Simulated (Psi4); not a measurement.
# PBE0/cc-pVDZ-DK (sfX2C, sweep point 1) run of GeF2 (SMILES [F][Ge][F])

Aim: the vertical singlet–triplet gap of GeF2 at PBE0/cc-pVDZ-DK (sfX2C, sweep point 1), from 2 runs. 

The calculation is run with Psi4 1.11.

**1. The molecule**

GeF2: 3 atoms, total charge 0, spin state singlet. As SMILES, `[F][Ge][F]`. Geometry: relaxed at PBE0-D4/def2-TZVP.

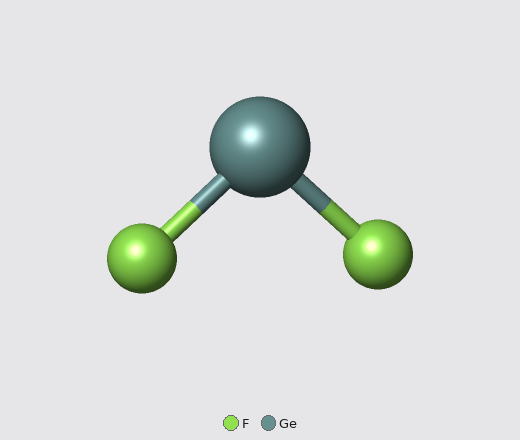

The structure, seen from a chosen angle (fluorine green, germanium teal).

**2. The energy at PBE0/cc-pVDZ-DK (sfX2C, sweep point 1)**

File job.in:

```
memory 1600 MB

molecule {
  0 1
  F     -1.27726589    -2.08210024    -0.94013875
  Ge     1.20470040    -0.55784715     0.60509031
  F      0.05215644     2.51730417     0.31010406
  units au
  symmetry c1
}

set puream true
set scf_type pk
set dft_radial_points 99
set dft_spherical_points 590
set relativistic x2c

e_tot, wfn = energy("pbe0/cc-pVDZ-DK", return_wfn=True)
print_variables()
```

Command:

```sh
$ psi4 -n 1 job.in job.out
```

job.out, shortened:

```text
[...]
  Running in c1 symmetry.
[...]
  Nuclear repulsion =  191.062717756746224
[...]
  Multiplicity = 1
[...]
  Nalpha       = 25
  Nbeta        = 25
[...]
    Number of basis functions: 55
[...]
    WARNING: The X2C and Dirac Hamiltonians have substatially different eigenvalues!
             This is probably caused by the recontraction of the basis set.
[...]
   @RKS iter   1: -2297.80868922931086   -3.52566e+00   1.73526e-02 ADIIS/DIIS
[...]
   @RKS iter   7: -2298.20653728859088   -6.80029e-08   6.90304e-07 DIIS
[...]
    Orbital Energies [Eh]
    ---------------------
    Doubly Occupied:
       1A   -404.552976     2A    -51.208348     3A    -44.723220
       4A    -44.721531     5A    -44.720811     6A    -24.778307
       7A    -24.778287     8A     -6.542933     9A     -4.542273
      10A     -4.537927    11A     -4.534360    12A     -1.275651
      13A     -1.268527    14A     -1.256794    15A     -1.253606
      16A     -1.250003    17A     -1.183645    18A     -1.152131
      19A     -0.568441    20A     -0.459137    21A     -0.433611
      22A     -0.432648    23A     -0.405511    24A     -0.393591
      25A     -0.323487
[...]
  @RKS Final Energy: -2298.20653728859088
   => Energetics <=
    Nuclear Repulsion Energy =            191.0627177567462240
    One-Electron Energy =               -3582.4573018857272473
    Two-Electron Energy =                1169.3416924826781269
    DFT Exchange-Correlation Energy =     -76.1536456422882253
    Empirical Dispersion Energy =           0.0000000000000000
    VV10 Nonlocal Energy =                  0.0000000000000000
    Total Energy =                      -2298.2065372885908801
[...]
 Multipole Moments:
 ------------------------------------------------------------------------------------
     Multipole            Electronic (a.u.)      Nuclear  (a.u.)        Total (a.u.)
 ------------------------------------------------------------------------------------
 L = 1.  Multiply by 2.5417464519 to convert [e a0] to [Debye]
 Dipole X            :          2.9904011           -2.0857990            0.9046021
 Dipole Y            :         -1.1447191            0.7983941           -0.3463250
 Dipole Z            :         -0.0000000           -0.0000000           -0.0000000
 Magnitude           :                                                    0.9686310
[...]
```

It took 8.7 s on 1 thread of AMD EPYC 7B13 (Zen 3), shared host; peak memory 0.66 GiB.

**3. The triplet**

File calc.in:

```
memory 1.6 GB

molecule mol {
  0 3
  F     -1.27726589    -2.08210024    -0.94013875
  Ge     1.20470040    -0.55784715     0.60509031
  F      0.05215644     2.51730417     0.31010406
  units au
  symmetry c1
}

set basis cc-pVDZ-DK
set reference uks
set puream true
set scf_type pk
set dft_radial_points 99
set dft_spherical_points 590
set maxiter 150
set relativistic x2c

energy('pbe0')
```

Command:

```sh
$ psi4 calc.in calc.out -n 1
```

calc.out, shortened:

```text
[...]
  Running in c1 symmetry.
[...]
  Nuclear repulsion =  191.062717756746224
[...]
  Multiplicity = 3
[...]
  Nalpha       = 26
  Nbeta        = 24
[...]
    Number of basis functions: 55
[...]
    WARNING: The X2C and Dirac Hamiltonians have substatially different eigenvalues!
             This is probably caused by the recontraction of the basis set.
[...]
   @UKS iter   1: -2297.56248875425626   -3.27946e+00   1.83535e-02 DIIS/ADIIS
[...]
   @UKS iter  10: -2298.06910934722237   -4.01933e-08   3.71274e-07 DIIS
[...]
   @S^2 Observed:                2.003637409E+00
[...]
    Orbital Energies [Eh]
    ---------------------
    Alpha Occupied:
       1A   -404.571133     2A    -51.225965     3A    -44.740120
       4A    -44.740086     5A    -44.739472     6A    -24.811171
       7A    -24.811162     8A     -6.562394     9A     -4.560200
      10A     -4.558589    11A     -4.556019    12A     -1.302397
      13A     -1.285194    14A     -1.276304    15A     -1.272943
      16A     -1.271876    17A     -1.211504    18A     -1.183220
      19A     -0.604198    20A     -0.497314    21A     -0.461081
      22A     -0.459958    23A     -0.434763    24A     -0.418325
      25A     -0.384073    26A     -0.192024
    Alpha Virtual:
[...]
  @UKS Final Energy: -2298.06910934722237
   => Energetics <=
    Nuclear Repulsion Energy =            191.0627177567462240
    One-Electron Energy =               -3581.3966272334246241
    Two-Electron Energy =                1168.3944587969676832
    DFT Exchange-Correlation Energy =     -76.1296586675117055
    Empirical Dispersion Energy =           0.0000000000000000
    VV10 Nonlocal Energy =                  0.0000000000000000
    Total Energy =                      -2298.0691093472223656
[...]
 Multipole Moments:
 ------------------------------------------------------------------------------------
     Multipole            Electronic (a.u.)      Nuclear  (a.u.)        Total (a.u.)
 ------------------------------------------------------------------------------------
 L = 1.  Multiply by 2.5417464519 to convert [e a0] to [Debye]
 Dipole X            :          3.0691537           -2.0857990            0.9833547
 Dipole Y            :         -1.1748384            0.7983941           -0.3764442
 Dipole Z            :          0.0000000           -0.0000000            0.0000000
 Magnitude           :                                                    1.0529467
[...]
```

Run time: 11 s. Hardware: 1 thread of AMD EPYC 7B13 (Zen 3), shared host; peak memory 0.66 GiB.

**4. Outcome**

At PBE0/cc-pVDZ-DK (sfX2C, sweep point 1):

| quantity | value |
| --- | --- |
| singlet: total energy | -2298.20654 Eh |
| singlet: dipole moment | 2.46 D |
| singlet: HOMO energy | -8.80 eV |
| singlet: LUMO energy | -2.37 eV |
| singlet: HOMO–LUMO gap | 6.44 eV |
| triplet: total energy | -2298.06911 Eh |
| triplet: dipole moment | 2.68 D |
| triplet: HOMO energy (highest over α and β) | -5.23 eV |
| triplet: ⟨S²⟩ | 2.004 |
| vertical energy of the triplet above the singlet | 3.740 eV |

**Reading.** At this shape the triplet lies 3.74 eV (361 kJ/mol) above the singlet.
